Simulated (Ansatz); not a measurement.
BBrCl$_{2}$FH

```yaml
atoms:
  - { symbol: B, position_ang: [-0.1487, 0.2971, -0.3328] }
  - { symbol: F, position_ang: [1.2574, -0.2219, 0.0007] }
  - { symbol: Cl, position_ang: [-0.6934, -0.3303, -1.8789] }
  - { symbol: Cl, position_ang: [-0.2814, 2.0100, 0.0261] }
  - { symbol: H, position_ang: [0.7477, -0.8146, 0.8390] }
  - { symbol: Br, position_ang: [-0.8815, -0.9403, 1.3458] }
```

A transition-state structure; geometry: PBE0-D4/def2-TZVP.

Level of theory: RKS PBE0-D4/def2-TZVPP (Ansatz).

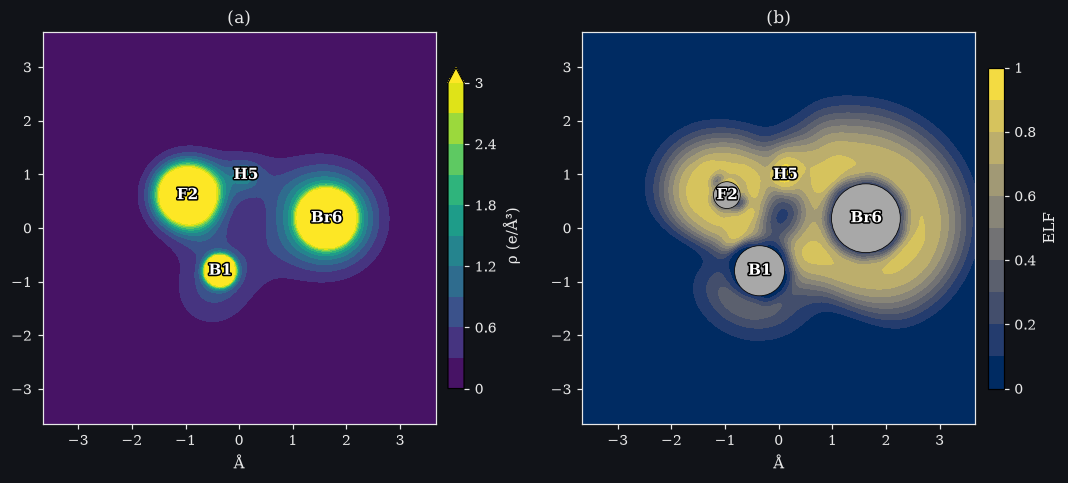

Figure 1. (a) total electron density; (b) electron localisation function on the plane of atoms B1, F2 and H5. Grey discs cover the atomic cores in the ELF map.

### Read the bonding off the picture.

- The section cuts through B, F, H and Br sites.
- F2···H5 (1.15 Å): the density falls to about 1.2 e/Å³ on the way; the ELF climbs to about 0.95 towards the hydrogen, as it does in any bond to H.
- B–F (1.54 Å): ρ at the midpoint is about 1.3 e/Å³; the ELF peaks at about 0.85 between the atoms (a shared but strongly polarised pair).
- B–Br (2.21 Å): ρ at the midpoint is about 0.68 e/Å³, with its minimum of 0.53 e/Å³ about 0.8 Å from B; the ELF peaks at about 0.80 between the atoms, as expected for a shared but strongly polarised pair.
- Br–H (1.71 Å): the density is about 1.1 e/Å³ at the midpoint; the ELF climbs to about 0.85 towards the hydrogen.
- The ELF also peaks beside Br6 and F2, away from the bonds: lone-pair regions.

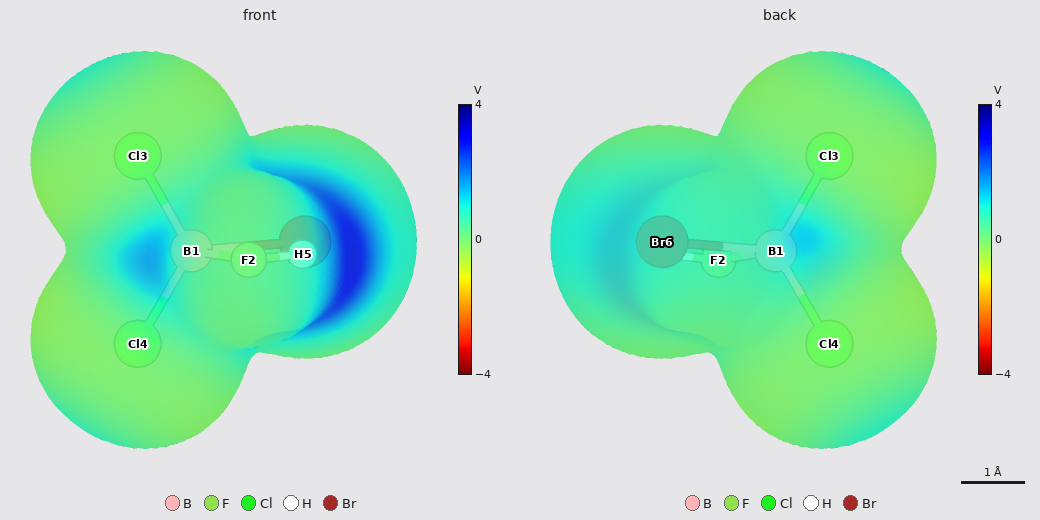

Figure 2. The molecular electrostatic potential painted on the density surface at 0.004 e/bohr³, seen from the front and from behind; red is negative and blue positive.

### Which sites attract a positive test charge, and which a negative one?

A positive charge is drawn to the negative regions and a negative charge to the positive ones. The most negative region (about −0.2 V) lies over Cl3 and Cl4, the most positive (about +3.1 V) over H5. Cl3 shows a σ-hole: about +0.8 V at the tip opposite its bond, against about −0.1 V on its flanks. Cl4 shows a σ-hole: about +0.8 V at the tip opposite its bond, against about −0.1 V on its flanks.

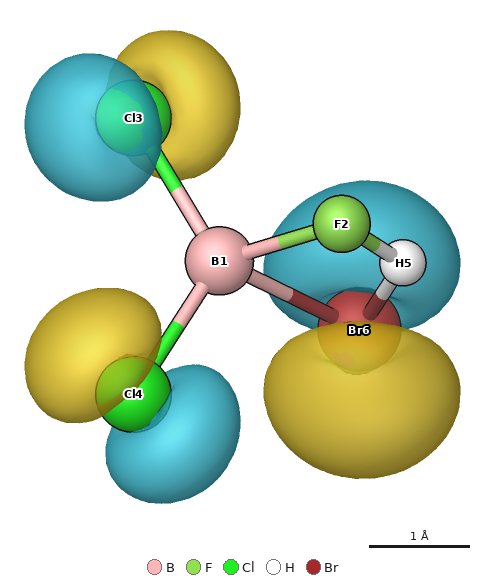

Figure 3. One frontier orbital at ±0.15 Å⁻³ᐟ² (yellow and cyan are the two phases), seen at a tilt.

### Which orbital is it: HOMO or LUMO?

The HOMO, at −8.81 eV. By Hirshfeld shares it lies mainly on Br6 (about 55 %), Cl3 (about 20 %) and Cl4 (about 20 %); largely a combination of lone pairs on Br6, Cl3 and Cl4.

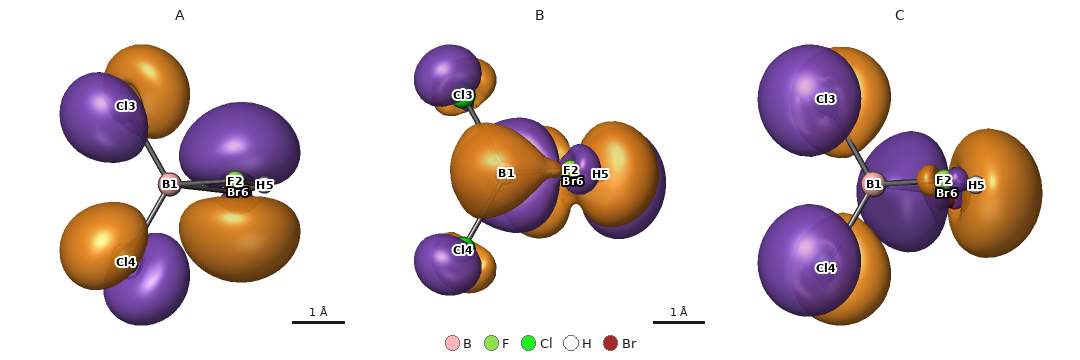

Figure 4. Three frontier orbitals at ±0.1 Å⁻³ᐟ² (orange and purple are the two phases), in no order.

### Order the three orbitals by energy and name them.

C is the HOMO−1 (−9.19 eV). Its weight (Hirshfeld) is mainly on Br6 (about 45 %), Cl3 (about 25 %) and Cl4 (about 25 %); largely a combination of lone pairs on Br6, Cl3 and Cl4. A is the HOMO (−8.81 eV). By Hirshfeld shares it lies mainly on Br6 (about 55 %), Cl3 (about 20 %) and Cl4 (about 20 %); largely a combination of lone pairs on Br6, Cl3 and Cl4. B is the LUMO (−1.04 eV). By Hirshfeld shares it lies mainly on Br6 (about 35 %), B1 (about 30 %), Cl3 (about 10 %), Cl4 (about 10 %) and H5 (about 10 %).

### What is the HOMO–LUMO gap?

7.77 eV between the orbital energies.
